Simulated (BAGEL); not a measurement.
# HF/aug-cc-pVDZ (density fitting with qzvpp-jkfit) run of GaF3 (SMILES [F][Ga]([F])[F])

What is the energy change on altering one bond length of GaF3 at HF/aug-cc-pVDZ (density fitting with qzvpp-jkfit)? 

Program for the calculation: BAGEL 1.2.2.

6 further runs of the same task are left out: 4 that didn't finish, 2 set aside as unsound or not needed. Runs told in other sessions of the task aren't counted.

## 1. The molecule

The species is GaF3 (4 atoms), meant as a singlet with charge 0. As SMILES, `[F][Ga]([F])[F]`. Geometry: a GFN2-xTB relaxation, a rough one for these elements and not checked as a minimum.

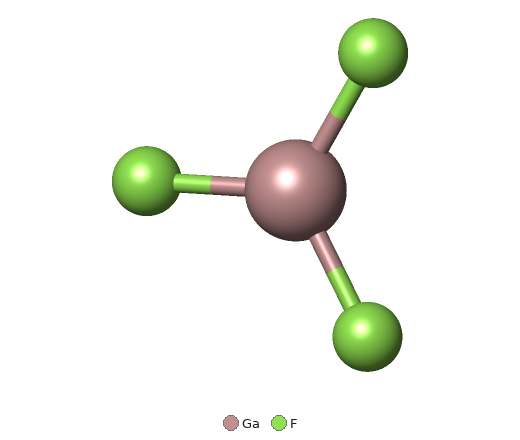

The structure, seen from a chosen angle (gallium pink, fluorine green).

## 2. The energy at HF/aug-cc-pVDZ (density fitting with qzvpp-jkfit)

Contents of input.json:

```json
{ "bagel" : [

{
  "title" : "molecule",
  "basis" : "aug-cc-pvdz.json",
  "df_basis" : "qzvpp-jkfit",
  "angstrom" : "true",
  "geometry" : [
    { "atom" : "Ga", "xyz" : [      -0.000550,      -0.000780,      -0.000110 ] },
    { "atom" : "F", "xyz" : [       1.731690,      -0.026300,       0.013140 ] },
    { "atom" : "F", "xyz" : [      -0.840770,       1.514130,      -0.017200 ] },
    { "atom" : "F", "xyz" : [      -0.890370,      -1.487050,       0.004170 ] }
  ]
},

{
  "title" : "hf"
},

{
  "title" : "print",
  "file" : "orbitals.molden",
  "orbitals" : "true"
}

]}
```

The basis set aug-cc-pVDZ is read from a file made from the Basis Set Exchange's data (not shown).

Run with:

```bash
BAGEL_NUM_THREADS=1 BAGEL input.json > input.out
```

The log of the run:

```text
* using 1 threads per process

  ===============================================================
  ===============================================================

  *** Geometry ***

  { "atom" : "Ga", "xyz" : [     -0.001039,     -0.001474,     -0.000208 ] },
  { "atom" : "F", "xyz" : [      3.272420,     -0.049700,      0.024831 ] },
  { "atom" : "F", "xyz" : [     -1.588825,      2.861291,     -0.032503 ] },
  { "atom" : "F", "xyz" : [     -1.682555,     -2.810117,      0.007880 ] },

  Number of auxiliary basis functions:      497

  Since a DF basis is specified, we compute 2- and 3-index integrals:
    o Being stored without compression. Storage requirement is 0.044 GB

  Number of basis functions:      105
  Number of electrons      :       58

    * METHOD: MOLECULE                             0.29

  *** RHF ***

  === Nuclear Repulsion ===
   298.5262068550

      * DIIS with orbital gradients will be used.

  === RHF iteration (aug-cc-pvdz.json) ===
      0      -2221.24702860          0.02055108           0.11
      1      -2221.46739348          0.01743482           0.11
      2      -2221.70171029          0.00108507           0.11
      3      -2221.70270444          0.00013110           0.11
      4      -2221.70272213          0.00002789           0.11
      5      -2221.70272293          0.00000570           0.11
      6      -2221.70272300          0.00000150           0.11
      7      -2221.70272300          0.00000038           0.11
      8      -2221.70272300          0.00000013           0.11
      9      -2221.70272300          0.00000004           0.11
     10      -2221.70272300          0.00000001           0.11
     11      -2221.70272300          0.00000000           0.11
    * SCF iteration converged.

    * Permanent dipole moment:
           (    0.002698,     0.003772,     0.000479) a.u.

    * METHOD: HF                                   1.52

    * METHOD: PRINT                                0.03

  ===============================================================
```

It took 2 s on 1 thread of Arm Neoverse V1, shared host; peak memory 0.15 GiB.

## 3. The distorted shape, same level

Contents of input.json:

```json
{ "bagel": [

{
  "title": "molecule",
  "basis": "aug-cc-pvdz.json",
  "df_basis": "qzvpp-jkfit",
  "angstrom": true,
  "geometry": [
    { "atom": "Ga", "xyz": [       0.671615,      -1.212689,       0.013562 ] },
    { "atom": "F", "xyz": [       2.403855,      -1.238209,       0.026812 ] },
    { "atom": "F", "xyz": [      -0.840770,       1.514130,      -0.017200 ] },
    { "atom": "F", "xyz": [      -0.218205,      -2.698959,       0.017842 ] }
  ]
},

{
  "title": "hf"
},

{
  "title": "print",
  "file": "orbitals.molden",
  "orbitals": true
}

]}
```

The basis set aug-cc-pVDZ is read from a file made from the Basis Set Exchange's data (not shown).

Run with:

```bash
BAGEL_NUM_THREADS=1 BAGEL input.json > input.out
```

The log of the run:

```text
* using 1 threads per process

  ===============================================================
  ===============================================================

  *** Geometry ***

  { "atom" : "Ga", "xyz" : [      1.269168,     -2.291650,      0.025628 ] },
  { "atom" : "F", "xyz" : [      4.542628,     -2.339876,      0.050667 ] },
  { "atom" : "F", "xyz" : [     -1.588825,      2.861291,     -0.032503 ] },
  { "atom" : "F", "xyz" : [     -0.412348,     -5.100293,      0.033716 ] },

  Number of auxiliary basis functions:      497

  Since a DF basis is specified, we compute 2- and 3-index integrals:
    o Being stored without compression. Storage requirement is 0.044 GB

  Number of basis functions:      105
  Number of electrons      :       58

    * METHOD: MOLECULE                             0.29

  *** RHF ***

  === Nuclear Repulsion ===
   252.2130760905

      * DIIS with orbital gradients will be used.

  === RHF iteration (aug-cc-pvdz.json) ===
      0      -2220.93752615          0.02174309           0.11
      1      -2220.56017242          0.03607923           0.10
      2      -2221.46367214          0.00596886           0.10
      3      -2221.49146992          0.00144346           0.11
      4      -2221.49403932          0.00034942           0.11
      5      -2221.49423267          0.00011083           0.11
      6      -2221.49427127          0.00005334           0.11
      7      -2221.49428116          0.00002140           0.10
      8      -2221.49428288          0.00000903           0.11
      9      -2221.49428298          0.00000348           0.11
     10      -2221.49428300          0.00000122           0.11
     11      -2221.49428301          0.00000042           0.11
     12      -2221.49428301          0.00000015           0.11
     13      -2221.49428301          0.00000004           0.11
     14      -2221.49428301          0.00000002           0.11
     15      -2221.49428301          0.00000001           0.11
     16      -2221.49428301          0.00000001           0.10
    * SCF iteration converged.

    * Permanent dipole moment:
           (   -1.246983,     2.255369,    -0.024980) a.u.

    * METHOD: HF                                   2.05

    * METHOD: PRINT                                0.03

  ===============================================================
```

Wall time 2.5 s (1 thread of Arm Neoverse V1, shared host); peak memory 0.15 GiB.

## 4. What came out

At HF/aug-cc-pVDZ (density fitting with qzvpp-jkfit):

| quantity | value |
| --- | --- |
| first shape: total energy | -2221.70272 Eh |
| first shape: dipole moment | 0.01 D |
| first shape: HOMO energy | -17.25 eV |
| first shape: LUMO energy | 0.24 eV |
| first shape: HOMO–LUMO gap | 17.50 eV |
| distorted shape: total energy | -2221.49428 Eh |
| distorted shape: dipole moment | 6.55 D |
| distorted shape: HOMO energy | -11.83 eV |
| distorted shape: LUMO energy | -3.36 eV |
| distorted shape: HOMO–LUMO gap | 8.47 eV |
| energy change with the Ga1–F3 bond stretched from 1.732 to 3.118 Å | 5.672 eV |

What this shows: With the Ga1–F3 bond stretched from 1.732 to 3.118 Å the energy rises by 5.67 eV (547 kJ/mol). The first shape isn't relaxed at this level, so the change isn't measured from a minimum. A restricted reference can't describe the breaking bond well at this length.
